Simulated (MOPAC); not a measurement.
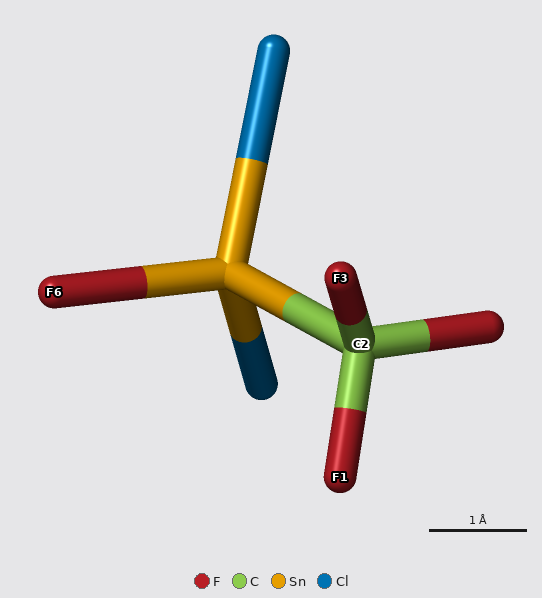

**Figure 1.** The starting structure (stick view, seen at a tilt; atoms are numbered from 1 in the order of the input). Sticks mark near contacts. Bond lengths as drawn: Cl–Sn 2.37 to 2.38 Å, C–F 1.40 to 1.43 Å, C–Sn 2.16 Å and F–Sn 1.93 Å.

Molecular dynamics of CCl2F4Sn

System: CCl2F4Sn, SMILES F[C](F)(F)[Sn]([F])([Cl])[Cl].
Method: PM6-D3H4, closed shell, dispersion D3H4, COSMO solvent (MOPAC 23.2.5).

The geometry: force field.

**Input (calc.py)**
```python
from ase.calculators.mopac import MOPAC
import numpy as np
from ase import units
from ase.md.velocitydistribution import MaxwellBoltzmannDistribution, Stationary, ZeroRotation
from ase.md.verlet import VelocityVerlet
from ase.io import read

atoms = read("mol.xyz")
mopac = MOPAC(label="job", method="PM6-D3H4", task="1SCF GRADIENTS RSOLV=1.0 EPS=40 AUX(PRECISION=6) THREADS=1", charge=0)
atoms.calc = mopac
MaxwellBoltzmannDistribution(atoms, temperature_K=200, rng=np.random.default_rng(139))
Stationary(atoms)
ZeroRotation(atoms)
dyn = VelocityVerlet(atoms, timestep=1.0 * units.fs, trajectory="opt.traj", logfile="-")
dyn.run(34)
epot = atoms.get_potential_energy()
print("energy / eV: %.6f" % epot)
print("forces (eV/A):")
for sym, f in zip(atoms.get_chemical_symbols(), atoms.get_forces()):
    print(f"{sym:2s} {f[0]:10.5f} {f[1]:10.5f} {f[2]:10.5f}")
print("dipole (e A):", atoms.get_dipole_moment().round(4))
homo, lumo = mopac.get_homo_lumo_levels()
print(f"HOMO {homo:.3f} eV, LUMO {lumo:.3f} eV, gap {lumo - homo:.3f} eV")
print("final positions (A):")
for atom in atoms:
    print(f"{atom.symbol:2s} {atom.x:11.6f} {atom.y:11.6f} {atom.z:11.6f}")
```

**File mol.xyz**
```
8

F     -0.961800    -1.868000     0.369400
C     -0.611500    -0.589700     0.823800
F     -1.747100     0.139800     1.208700
F      0.317900    -0.744400     1.895700
Sn     0.415400     0.461000    -0.754000
F     -0.783900     0.720900    -2.249300
Cl     1.125500     2.576300     0.067700
Cl     2.337700    -0.753000    -1.417800
```

Hardware: 1 thread of Arm Neoverse N1, 98 GiB of memory available, shared host.

Launch command:
```bash
export ASE_MOPAC_COMMAND="mopac PREFIX.mop > /dev/null 2>&1"
python calc.py
```

**Output**
```
DeprecationWarning: Use thermalize_momenta
Time[ps]      Etot[eV]     Epot[eV]     Ekin[eV]    T[K]
0.0000         -11.5122     -11.7076       0.1953   188.9
0.0010         -11.5123     -11.7183       0.2060   199.2
0.0020         -11.5116     -11.7461       0.2346   226.8
0.0030         -11.5125     -11.7906       0.2781   268.9
0.0040         -11.5132     -11.8458       0.3327   321.7
0.0050         -11.5133     -11.9069       0.3936   380.6
0.0060         -11.5142     -11.9700       0.4558   440.8
0.0070         -11.5151     -12.0296       0.5145   497.5
0.0080         -11.5193     -12.0840       0.5646   546.0
0.0090         -11.5214     -12.1233       0.6019   582.1
0.0100         -11.5225     -12.1455       0.6229   602.4
0.0110         -11.5249     -12.1507       0.6258   605.2
0.0120         -11.5231     -12.1346       0.6115   591.4
0.0130         -11.5231     -12.1076       0.5845   565.2
0.0140         -11.5227     -12.0754       0.5527   534.5
0.0150         -11.5252     -12.0518       0.5266   509.2
0.0160         -11.5265     -12.0425       0.5160   499.0
0.0170         -11.5284     -12.0547       0.5263   508.9
0.0180         -11.5289     -12.0836       0.5548   536.5
0.0190         -11.5233     -12.1137       0.5904   570.9
0.0200         -11.5246     -12.1412       0.6166   596.3
0.0210         -11.5260     -12.1436       0.6176   597.3
0.0220         -11.5235     -12.1082       0.5846   565.4
0.0230         -11.5235     -12.0431       0.5196   502.4
0.0240         -11.5244     -11.9587       0.4343   420.0
0.0250         -11.5223     -11.8696       0.3473   335.9
0.0260         -11.5229     -11.8008       0.2779   268.8
0.0270         -11.5247     -11.7666       0.2419   233.9
0.0280         -11.5253     -11.7733       0.2480   239.8
0.0290         -11.5257     -11.8219       0.2961   286.4
0.0300         -11.5309     -11.9088       0.3779   365.4
0.0310         -11.5265     -12.0049       0.4784   462.7
0.0320         -11.5300     -12.1099       0.5799   560.8
0.0330         -11.5318     -12.1972       0.6654   643.5
0.0340         -11.5316     -12.2545       0.7229   699.1
energy / eV: -12.254492
forces (eV/A):
F     0.69018    0.97352   -0.21299
C     0.80354   -2.00230    0.67202
F    -2.04293    1.21685    0.20437
F     0.37961   -0.25771   -0.20649
Sn   -0.34450   -0.52423   -1.21334
F     0.53311   -0.03551    0.59554
Cl    0.11227    0.60909    0.19581
Cl   -0.13128    0.02029   -0.03493
dipole (e A): [0.1449 0.2617 0.1056]
HOMO -12.079 eV, LUMO -2.532 eV, gap 9.547 eV
final positions (A):
F    -0.937579   -1.912112    0.535177
C    -0.615451   -0.601284    0.727016
F    -1.734774   -0.098944    1.146736
F     0.121366   -0.613535    1.860654
Sn    0.454337    0.512079   -0.732083
F    -0.836430    0.686731   -2.263091
Cl    1.178424    2.503495    0.040167
Cl    2.269620   -0.747550   -1.460329
```

**Trajectory as extended XYZ (Å, eV, eV/Å), 35 frames, from step=0 to step=34**
```
8
Properties=species:S:1:pos:R:3 step=0 time_fs=0.0 energy=-11.70756
F    -0.9618   -1.8680    0.3694
C    -0.6115   -0.5897    0.8238
F    -1.7471    0.1398    1.2087
F     0.3179   -0.7444    1.8957
Sn    0.4154    0.4610   -0.7540
F    -0.7839    0.7209   -2.2493
Cl    1.1255    2.5763    0.0677
Cl    2.3377   -0.7530   -1.4178
8
Properties=species:S:1:pos:R:3 step=1 time_fs=1.0 energy=-11.71829
F    -0.9639   -1.8717    0.3702
C    -0.6149   -0.5879    0.8287
F    -1.7468    0.1326    1.2037
F     0.3178   -0.7388    1.8955
Sn    0.4150    0.4626   -0.7536
F    -0.7833    0.7192   -2.2467
Cl    1.1277    2.5754    0.0676
Cl    2.3385   -0.7545   -1.4198
8
Properties=species:S:1:pos:R:3 step=2 time_fs=2.0 energy=-11.74612
F    -0.9657   -1.8738    0.3719
C    -0.6184   -0.5869    0.8343
F    -1.7451    0.1243    1.1986
F     0.3161   -0.7332    1.8940
Sn    0.4148    0.4643   -0.7531
F    -0.7829    0.7176   -2.2443
Cl    1.1299    2.5743    0.0674
Cl    2.3391   -0.7559   -1.4217
8
Properties=species:S:1:pos:R:3 step=3 time_fs=3.0 energy=-11.79058
F    -0.9672   -1.8742    0.3745
C    -0.6216   -0.5868    0.8405
F    -1.7423    0.1150    1.1934
F     0.3129   -0.7275    1.8912
Sn    0.4146    0.4659   -0.7526
F    -0.7827    0.7160   -2.2423
Cl    1.1320    2.5731    0.0671
Cl    2.3395   -0.7571   -1.4235
8
Properties=species:S:1:pos:R:3 step=4 time_fs=4.0 energy=-11.84581
F    -0.9683   -1.8730    0.3781
C    -0.6245   -0.5879    0.8468
F    -1.7385    0.1047    1.1882
F     0.3082   -0.7217    1.8873
Sn    0.4146    0.4676   -0.7520
F    -0.7828    0.7145   -2.2406
Cl    1.1340    2.5718    0.0668
Cl    2.3398   -0.7583   -1.4254
8
Properties=species:S:1:pos:R:3 step=5 time_fs=5.0 energy=-11.90687
F    -0.9692   -1.8702    0.3825
C    -0.6268   -0.5900    0.8531
F    -1.7338    0.0936    1.1830
F     0.3020   -0.7159    1.8824
Sn    0.4146    0.4692   -0.7512
F    -0.7832    0.7131   -2.2392
Cl    1.1360    2.5702    0.0664
Cl    2.3399   -0.7594   -1.4271
8
Properties=species:S:1:pos:R:3 step=6 time_fs=6.0 energy=-11.97004
F    -0.9698   -1.8659    0.3878
C    -0.6282   -0.5933    0.8588
F    -1.7285    0.0819    1.1780
F     0.2945   -0.7102    1.8766
Sn    0.4148    0.4708   -0.7505
F    -0.7838    0.7117   -2.2382
Cl    1.1379    2.5686    0.0659
Cl    2.3398   -0.7604   -1.4289
8
Properties=species:S:1:pos:R:3 step=7 time_fs=7.0 energy=-12.02958
F    -0.9701   -1.8602    0.3940
C    -0.6286   -0.5977    0.8637
F    -1.7229    0.0696    1.1733
F     0.2858   -0.7045    1.8701
Sn    0.4151    0.4724   -0.7496
F    -0.7847    0.7104   -2.2376
Cl    1.1398    2.5668    0.0654
Cl    2.3395   -0.7613   -1.4305
8
Properties=species:S:1:pos:R:3 step=8 time_fs=8.0 energy=-12.08399
F    -0.9701   -1.8534    0.4009
C    -0.6279   -0.6030    0.8673
F    -1.7171    0.0570    1.1688
F     0.2761   -0.6989    1.8631
Sn    0.4154    0.4740   -0.7486
F    -0.7859    0.7091   -2.2374
Cl    1.1416    2.5649    0.0648
Cl    2.3390   -0.7620   -1.4322
8
Properties=species:S:1:pos:R:3 step=9 time_fs=9.0 energy=-12.12334
F    -0.9699   -1.8455    0.4086
C    -0.6259   -0.6092    0.8694
F    -1.7115    0.0442    1.1648
F     0.2656   -0.6934    1.8559
Sn    0.4159    0.4755   -0.7476
F    -0.7874    0.7079   -2.2374
Cl    1.1433    2.5629    0.0641
Cl    2.3383   -0.7627   -1.4337
8
Properties=species:S:1:pos:R:3 step=10 time_fs=10.0 energy=-12.14545
F    -0.9695   -1.8370    0.4168
C    -0.6226   -0.6160    0.8694
F    -1.7062    0.0314    1.1613
F     0.2546   -0.6881    1.8488
Sn    0.4164    0.4770   -0.7464
F    -0.7891    0.7068   -2.2379
Cl    1.1450    2.5608    0.0634
Cl    2.3375   -0.7632   -1.4353
8
Properties=species:S:1:pos:R:3 step=11 time_fs=11.0 energy=-12.15071
F    -0.9690   -1.8282    0.4254
C    -0.6181   -0.6229    0.8671
F    -1.7015    0.0189    1.1583
F     0.2434   -0.6830    1.8420
Sn    0.4170    0.4784   -0.7452
F    -0.7910    0.7058   -2.2386
Cl    1.1466    2.5585    0.0627
Cl    2.3365   -0.7637   -1.4368
8
Properties=species:S:1:pos:R:3 step=12 time_fs=12.0 energy=-12.13461
F    -0.9685   -1.8195    0.4344
C    -0.6124   -0.6297    0.8623
F    -1.6974    0.0066    1.1558
F     0.2322   -0.6782    1.8358
Sn    0.4177    0.4799   -0.7440
F    -0.7932    0.7047   -2.2396
Cl    1.1483    2.5562    0.0619
Cl    2.3353   -0.7640   -1.4382
8
Properties=species:S:1:pos:R:3 step=13 time_fs=13.0 energy=-12.10758
F    -0.9679   -1.8114    0.4434
C    -0.6058   -0.6357    0.8548
F    -1.6943   -0.0052    1.1539
F     0.2214   -0.6736    1.8306
Sn    0.4185    0.4813   -0.7426
F    -0.7955    0.7038   -2.2409
Cl    1.1498    2.5539    0.0610
Cl    2.3339   -0.7642   -1.4396
8
Properties=species:S:1:pos:R:3 step=14 time_fs=14.0 energy=-12.07536
F    -0.9675   -1.8042    0.4524
C    -0.5985   -0.6405    0.8445
F    -1.6921   -0.0165    1.1526
F     0.2112   -0.6693    1.8266
Sn    0.4194    0.4826   -0.7413
F    -0.7981    0.7029   -2.2425
Cl    1.1514    2.5514    0.0602
Cl    2.3323   -0.7643   -1.4409
8
Properties=species:S:1:pos:R:3 step=15 time_fs=15.0 energy=-12.05178
F    -0.9673   -1.7986    0.4610
C    -0.5905   -0.6435    0.8314
F    -1.6908   -0.0270    1.1518
F     0.2018   -0.6653    1.8241
Sn    0.4204    0.4840   -0.7399
F    -0.8007    0.7020   -2.2442
Cl    1.1529    2.5489    0.0592
Cl    2.3306   -0.7643   -1.4422
8
Properties=species:S:1:pos:R:3 step=16 time_fs=16.0 energy=-12.04251
F    -0.9673   -1.7949    0.4693
C    -0.5822   -0.6441    0.8159
F    -1.6906   -0.0368    1.1515
F     0.1934   -0.6615    1.8232
Sn    0.4214    0.4853   -0.7385
F    -0.8035    0.7012   -2.2461
Cl    1.1543    2.5463    0.0583
Cl    2.3287   -0.7642   -1.4435
8
Properties=species:S:1:pos:R:3 step=17 time_fs=17.0 energy=-12.05469
F    -0.9677   -1.7935    0.4769
C    -0.5735   -0.6422    0.7983
F    -1.6913   -0.0457    1.1517
F     0.1860   -0.6580    1.8238
Sn    0.4225    0.4866   -0.7371
F    -0.8063    0.7003   -2.2480
Cl    1.1558    2.5437    0.0573
Cl    2.3266   -0.7640   -1.4447
8
Properties=species:S:1:pos:R:3 step=18 time_fs=18.0 energy=-12.08363
F    -0.9683   -1.7945    0.4840
C    -0.5647   -0.6375    0.7789
F    -1.6928   -0.0539    1.1523
F     0.1797   -0.6547    1.8259
Sn    0.4237    0.4878   -0.7357
F    -0.8092    0.6996   -2.2501
Cl    1.1572    2.5411    0.0563
Cl    2.3243   -0.7637   -1.4459
8
Properties=species:S:1:pos:R:3 step=19 time_fs=19.0 energy=-12.11366
F    -0.9693   -1.7979    0.4904
C    -0.5560   -0.6303    0.7585
F    -1.6950   -0.0612    1.1532
F     0.1743   -0.6515    1.8293
Sn    0.4250    0.4891   -0.7343
F    -0.8120    0.6988   -2.2522
Cl    1.1585    2.5384    0.0553
Cl    2.3219   -0.7633   -1.4470
8
Properties=species:S:1:pos:R:3 step=20 time_fs=20.0 energy=-12.14118
F    -0.9705   -1.8035    0.4961
C    -0.5477   -0.6209    0.7376
F    -1.6979   -0.0677    1.1544
F     0.1696   -0.6486    1.8337
Sn    0.4264    0.4904   -0.7331
F    -0.8149    0.6980   -2.2542
Cl    1.1599    2.5358    0.0542
Cl    2.3193   -0.7628   -1.4481
8
Properties=species:S:1:pos:R:3 step=21 time_fs=21.0 energy=-12.14364
F    -0.9717   -1.8111    0.5013
C    -0.5402   -0.6099    0.7172
F    -1.7011   -0.0734    1.1557
F     0.1656   -0.6458    1.8388
Sn    0.4278    0.4917   -0.7319
F    -0.8176    0.6973   -2.2562
Cl    1.1612    2.5331    0.0531
Cl    2.3166   -0.7622   -1.4491
8
Properties=species:S:1:pos:R:3 step=22 time_fs=22.0 energy=-12.10816
F    -0.9727   -1.8200    0.5060
C    -0.5338   -0.5981    0.6979
F    -1.7046   -0.0784    1.1569
F     0.1621   -0.6431    1.8443
Sn    0.4293    0.4930   -0.7309
F    -0.8203    0.6965   -2.2581
Cl    1.1626    2.5304    0.0521
Cl    2.3137   -0.7615   -1.4501
8
Properties=species:S:1:pos:R:3 step=23 time_fs=23.0 energy=-12.04306
F    -0.9734   -1.8299    0.5102
C    -0.5289   -0.5864    0.6806
F    -1.7081   -0.0827    1.1581
F     0.1589   -0.6405    1.8498
Sn    0.4310    0.4944   -0.7300
F    -0.8228    0.6958   -2.2598
Cl    1.1639    2.5278    0.0510
Cl    2.3106   -0.7607   -1.4511
8
Properties=species:S:1:pos:R:3 step=24 time_fs=24.0 energy=-11.95872
F    -0.9737   -1.8403    0.5141
C    -0.5259   -0.5755    0.6660
F    -1.7116   -0.0865    1.1590
F     0.1558   -0.6380    1.8550
Sn    0.4327    0.4958   -0.7292
F    -0.8252    0.6950   -2.2614
Cl    1.1652    2.5251    0.0499
Cl    2.3075   -0.7598   -1.4520
8
Properties=species:S:1:pos:R:3 step=25 time_fs=25.0 energy=-11.86959
F    -0.9734   -1.8507    0.5175
C    -0.5252   -0.5661    0.6548
F    -1.7147   -0.0898    1.1595
F     0.1528   -0.6355    1.8596
Sn    0.4345    0.4972   -0.7287
F    -0.8274    0.6942   -2.2628
Cl    1.1664    2.5225    0.0488
Cl    2.3041   -0.7588   -1.4529
8
Properties=species:S:1:pos:R:3 step=26 time_fs=26.0 energy=-11.80083
F    -0.9724   -1.8609    0.5206
C    -0.5270   -0.5588    0.6475
F    -1.7176   -0.0925    1.1597
F     0.1498   -0.6331    1.8634
Sn    0.4365    0.4987   -0.7283
F    -0.8294    0.6934   -2.2639
Cl    1.1677    2.5200    0.0478
Cl    2.3007   -0.7578   -1.4538
8
Properties=species:S:1:pos:R:3 step=27 time_fs=27.0 energy=-11.76658
F    -0.9706   -1.8705    0.5233
C    -0.5313   -0.5541    0.6443
F    -1.7201   -0.0948    1.1594
F     0.1467   -0.6306    1.8663
Sn    0.4385    0.5003   -0.7281
F    -0.8312    0.6926   -2.2648
Cl    1.1690    2.5176    0.0467
Cl    2.2971   -0.7567   -1.4547
8
Properties=species:S:1:pos:R:3 step=28 time_fs=28.0 energy=-11.77332
F    -0.9680   -1.8793    0.5257
C    -0.5382   -0.5522    0.6455
F    -1.7222   -0.0967    1.1586
F     0.1434   -0.6281    1.8682
Sn    0.4406    0.5019   -0.7281
F    -0.8328    0.6918   -2.2654
Cl    1.1703    2.5152    0.0457
Cl    2.2934   -0.7555   -1.4555
8
Properties=species:S:1:pos:R:3 step=29 time_fs=29.0 energy=-11.82185
F    -0.9647   -1.8871    0.5279
C    -0.5474   -0.5534    0.6510
F    -1.7240   -0.0982    1.1574
F     0.1399   -0.6256    1.8690
Sn    0.4428    0.5035   -0.7284
F    -0.8340    0.6910   -2.2658
Cl    1.1716    2.5129    0.0447
Cl    2.2897   -0.7543   -1.4563
8
Properties=species:S:1:pos:R:3 step=30 time_fs=30.0 energy=-11.90877
F    -0.9605   -1.8940    0.5297
C    -0.5588   -0.5576    0.6604
F    -1.7257   -0.0993    1.1557
F     0.1364   -0.6231    1.8689
Sn    0.4450    0.5052   -0.7288
F    -0.8351    0.6902   -2.2659
Cl    1.1729    2.5108    0.0437
Cl    2.2858   -0.7530   -1.4571
8
Properties=species:S:1:pos:R:3 step=31 time_fs=31.0 energy=-12.00490
F    -0.9557   -1.8999    0.5313
C    -0.5718   -0.5647    0.6734
F    -1.7273   -0.0999    1.1537
F     0.1327   -0.6206    1.8678
Sn    0.4473    0.5069   -0.7294
F    -0.8358    0.6894   -2.2656
Cl    1.1743    2.5088    0.0427
Cl    2.2819   -0.7517   -1.4579
8
Properties=species:S:1:pos:R:3 step=32 time_fs=32.0 energy=-12.10986
F    -0.9502   -1.9047    0.5328
C    -0.5860   -0.5746    0.6893
F    -1.7292   -0.1001    1.1515
F     0.1289   -0.6182    1.8659
Sn    0.4496    0.5087   -0.7301
F    -0.8363    0.6885   -2.2651
Cl    1.1756    2.5069    0.0418
Cl    2.2778   -0.7503   -1.4587
8
Properties=species:S:1:pos:R:3 step=33 time_fs=33.0 energy=-12.19723
F    -0.9441   -1.9088    0.5340
C    -0.6008   -0.5869    0.7075
F    -1.7316   -0.0998    1.1491
F     0.1251   -0.6158    1.8635
Sn    0.4520    0.5104   -0.7311
F    -0.8365    0.6876   -2.2642
Cl    1.1770    2.5051    0.0410
Cl    2.2738   -0.7489   -1.4595
8
Properties=species:S:1:pos:R:3 step=34 time_fs=34.0 energy=-12.25449
F    -0.9376   -1.9121    0.5352
C    -0.6155   -0.6013    0.7270
F    -1.7348   -0.0989    1.1467
F     0.1214   -0.6135    1.8607
Sn    0.4543    0.5121   -0.7321
F    -0.8364    0.6867   -2.2631
Cl    1.1784    2.5035    0.0402
Cl    2.2696   -0.7476   -1.4603
```

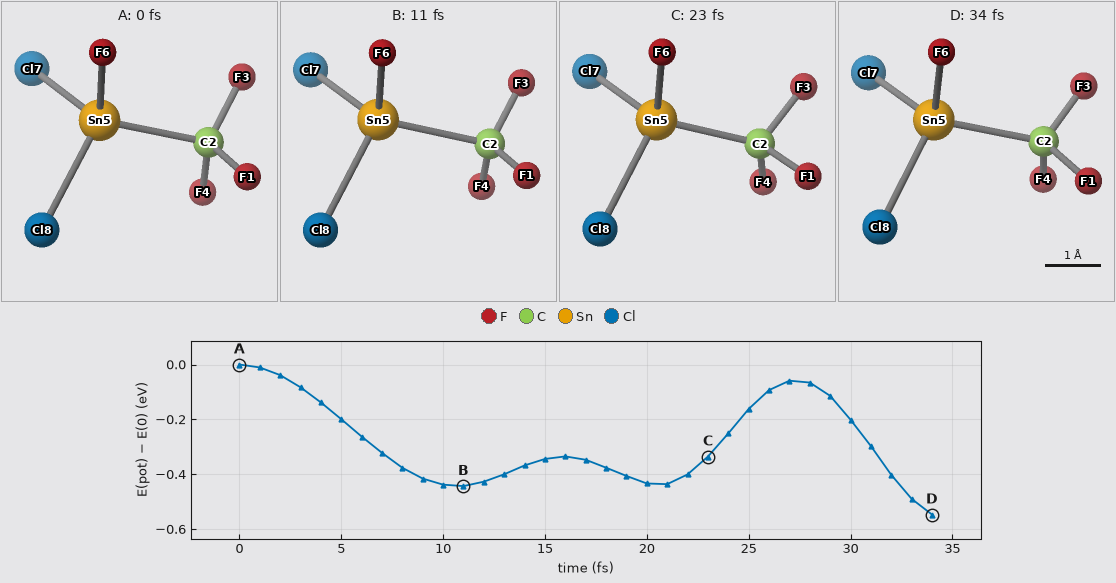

**Figure 2.** Frames of the molecular dynamics (ball-and-stick, seen at a tilt) above the curves, on which the letters mark them. The trajectory kept here has 35 frames over 34 fs. The potential energy ends 0.547 eV below its first value. After an unweighted best fit of the last frame on the first, the root-mean-square displacement is 0.14 Å.

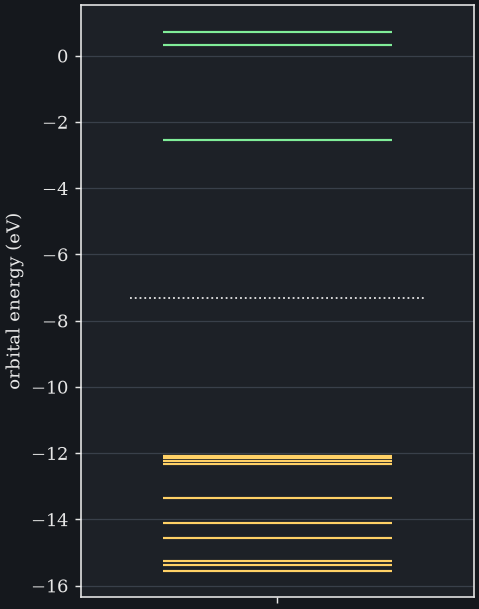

**Figure 3.** Orbital energies near the frontier; the dotted line parts filled from empty levels, and levels within 0.02 eV of each other stand side by side. Highest filled −12.08 eV, lowest empty −2.53 eV, 9.55 eV apart.

**Results in brief**

```tsv
quantity	value
outcome	finished
trajectory	35 frames kept, 34 fs
potential energy (a single point apart from the frames shown)	−95.310676 hartree
dispersion energy (a single point apart from the frames shown)	−0.001513 hartree
heat of formation (a single point apart from the frames shown)	−282.60 kcal/mol
basis functions (a single point apart from the frames shown)	42
largest force (a single point apart from the frames shown)	2.387 eV/Å
HOMO (a single point apart from the frames shown)	−12.08 eV
LUMO (a single point apart from the frames shown)	−2.53 eV
dipole moment (a single point apart from the frames shown)	1.52 D
wall time	3.3 s
peak memory	0.081 GiB
```

Settings chosen away from the usual ones: eps; rsolv. MOPAC's energies along a path are heats of formation. So short a trajectory is not equilibrated.
